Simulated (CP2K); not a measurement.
# AlBH2SO (SMILES S[B]1[O][AlH]1) at GFN0-xTB

What is the energy difference between two shapes of AlBH2SO at GFN0-xTB? 

The results are computed with CP2K 2026.2.

2 further runs of the same task are left out: 2 set aside as unsound or not needed.

### 1 The system as given

AlBH2SO has 6 atoms, charge 0, and is taken as a singlet. As SMILES, `S[B]1[O][AlH]1`. Geometry: a GFN2-xTB relaxation, a rough one for these elements and not checked as a minimum. This is one conformer, not always the lowest.

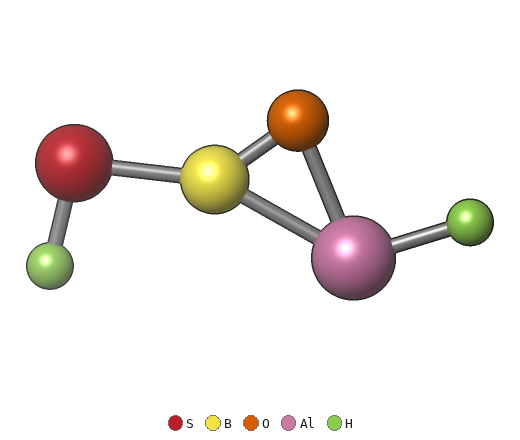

The structure, seen from a chosen angle (sulfur red, boron yellow, oxygen orange, aluminium pink, hydrogen green).

### 2 A single-point energy at GFN0-xTB

molecule.xyz reads:

```xyz
6

S     -0.727190    -0.048170    -2.055390
B      0.005670    -0.126410    -0.435740
O      1.014870    -0.691750     0.136290
Al     0.208910     0.266320     1.515670
H     -1.736620     0.765030    -1.740120
H      1.234360    -0.165020     2.579290
```

job.inp reads:

```
&GLOBAL
  PROJECT job
  RUN_TYPE ENERGY
  PRINT_LEVEL MEDIUM
&END GLOBAL
&FORCE_EVAL
  METHOD Quickstep
  &DFT
    &QS
      METHOD XTB
      EPS_DEFAULT 1.0E-10
      &XTB
        GFN_TYPE 0
        CHECK_ATOMIC_CHARGES F
      &END XTB
    &END QS
    &POISSON
      PERIODIC NONE
      POISSON_SOLVER ANALYTIC
    &END POISSON
    &SCF
      SCF_GUESS ATOMIC
      EPS_SCF 1.0E-06
      MAX_SCF 150
      ADDED_MOS 2
      &DIAGONALIZATION
        ALGORITHM STANDARD
      &END DIAGONALIZATION
      &MIXING
        METHOD DIRECT_P_MIXING
        ALPHA 0.4
      &END MIXING
      &SMEAR ON
        METHOD FERMI_DIRAC
        ELECTRONIC_TEMPERATURE [K] 300
      &END SMEAR
    &END SCF
    &PRINT
      &MOMENTS
        PERIODIC F
        REFERENCE COM
        MAX_MOMENT 1
      &END MOMENTS
      &MO ON
        ENERGIES T
        OCCUPATION_NUMBERS T
        NDIGITS 6
        &EACH
          QS_SCF 0
        &END EACH
        ADD_LAST NUMERIC
      &END MO
      &HIRSHFELD OFF
      &END HIRSHFELD
    &END PRINT
  &END DFT
  &SUBSYS
    &CELL
      ABC 15 13.5 16.6
      PERIODIC NONE
    &END CELL
    &TOPOLOGY
      COORD_FILE_NAME molecule.xyz
      COORD_FILE_FORMAT XYZ
      &CENTER_COORDINATES
      &END CENTER_COORDINATES
    &END TOPOLOGY
  &END SUBSYS
&END FORCE_EVAL
```

Launch:

```console
$ OMP_NUM_THREADS=1 cp2k.psmp -i job.inp > job.out 2>&1
```

The log of the run:

```text
CP2K| version string:                                       CP2K version 2026.2
[...]
 GLOBAL| Method name                                                        CP2K
[...]
 GLOBAL| Run type                                                         ENERGY
[...]
                             - Atoms:                                          6
[...]
                             - Spherical basis functions:                     30
[...]
 Number of electrons:                                                         20
[...]
  Fermi energy:                                                -0.30915861909040
[...]
 TB_DIPOLE| Moment [Debye]         -4.60911085       2.58055621      -2.56610381
 TB_DIPOLE| Derivative [a.u.]       0.00000000       0.00000000       0.00000000
[...]
 ENERGY| Total FORCE_EVAL ( QS ) energy [hartree]            -10.215948112677232
[...]
```

Wall time 0.4 s (1 thread of Arm Neoverse N1, shared host); peak memory 0.14 GiB.

### 3 The distorted shape at the same level

molecule.xyz reads:

```xyz
6

S     -0.770832    -0.007325    -1.963102
B     -0.168676    -0.062644    -0.518976
O      0.965934    -0.778974     0.063923
Al     0.291981     0.071976     1.496235
H     -1.854710     0.783824    -1.665289
H      1.242864    -0.157224     2.525490
```

calc.inp reads:

```
&GLOBAL
 PROJECT_NAME calc
 RUN_TYPE ENERGY
 PRINT_LEVEL MEDIUM
&END GLOBAL

&FORCE_EVAL
 METHOD QUICKSTEP
 &DFT
  CHARGE 0
  MULTIPLICITY 1
  # Quickstep
  &QS
   METHOD XTB
   EPS_DEFAULT 1.0E-10
   &XTB
    GFN_TYPE 0
    CHECK_ATOMIC_CHARGES F
   &END XTB
  &END QS
  # isolated system
  &POISSON
   PERIODIC NONE
   POISSON_SOLVER ANALYTIC
  &END POISSON
  # SCF settings
  &SCF
   SCF_GUESS ATOMIC
   EPS_SCF 1.0E-06
   MAX_SCF 150
   ADDED_MOS 2
   &DIAGONALIZATION
    ALGORITHM STANDARD
   &END DIAGONALIZATION
   &MIXING
    METHOD DIRECT_P_MIXING
    ALPHA 0.4
   &END MIXING
   &SMEAR ON
    METHOD FERMI_DIRAC
    ELECTRONIC_TEMPERATURE [K] 300
   &END SMEAR
  &END SCF
  # extra output
  &PRINT
   &MOMENTS
    PERIODIC F
    REFERENCE COM
    MAX_MOMENT 1
   &END MOMENTS
   &MO ON
    ENERGIES T
    OCCUPATION_NUMBERS T
    NDIGITS 6
    &EACH
     QS_SCF 0
    &END EACH
    ADD_LAST NUMERIC
   &END MO
   &HIRSHFELD OFF
   &END HIRSHFELD
  &END PRINT
 &END DFT
 # structure
 &SUBSYS
  &CELL
   ABC [angstrom] 15.1 13.6 16.5
   PERIODIC NONE
  &END CELL
  &TOPOLOGY
   COORD_FILE_NAME molecule.xyz
   COORD_FILE_FORMAT XYZ
   &CENTER_COORDINATES
   &END CENTER_COORDINATES
  &END TOPOLOGY
 &END SUBSYS
&END FORCE_EVAL
```

Launch:

```console
$ OMP_NUM_THREADS=1 cp2k.psmp -i calc.inp > calc.out 2>&1
```

The log of the run:

```text
CP2K| version string:                                       CP2K version 2026.2
[...]
 GLOBAL| Method name                                                        CP2K
[...]
 GLOBAL| Run type                                                         ENERGY
[...]
                             - Atoms:                                          6
[...]
                             - Spherical basis functions:                     30
[...]
 Number of electrons:                                                         20
[...]
  Fermi energy:                                                -0.31179934213074
[...]
 TB_DIPOLE| Moment [Debye]         -6.54344090       3.80807975      -3.13107173
 TB_DIPOLE| Derivative [a.u.]       0.00000000       0.00000000       0.00000000
[...]
 ENERGY| Total FORCE_EVAL ( QS ) energy [hartree]            -10.176540418267201
[...]
```

It took 0.42 s on 1 thread of Arm Neoverse N1, shared host; peak memory 0.14 GiB.

### 4 Summary of results

At GFN0-xTB:

| quantity | value |
| --- | --- |
| first shape: total energy | -10.21595 Eh |
| first shape: dipole moment (from atomic charges alone) | 5.87 D |
| first shape: HOMO energy | -9.80 eV |
| first shape: LUMO energy | -7.52 eV |
| first shape: HOMO–LUMO gap | 2.29 eV |
| first shape: dispersion energy | -3.40 kJ/mol |
| distorted shape: total energy | -10.17654 Eh |
| distorted shape: dipole moment (from atomic charges alone) | 8.19 D |
| distorted shape: HOMO energy | -9.56 eV |
| distorted shape: LUMO energy | -7.59 eV |
| distorted shape: HOMO–LUMO gap | 1.97 eV |
| distorted shape: dispersion energy | -3.43 kJ/mol |
| energy change with the atoms displaced | 1.072 eV |

With the atoms displaced the energy rises by 1.07 eV (25 kcal/mol). The first shape isn't relaxed at this level, so the change isn't measured from a minimum. The dipole (first shape) comes from point charges on the atoms alone, without atomic dipoles, so it is partial. The dipole (distorted shape) comes from point charges on the atoms alone, without atomic dipoles, so it is partial.
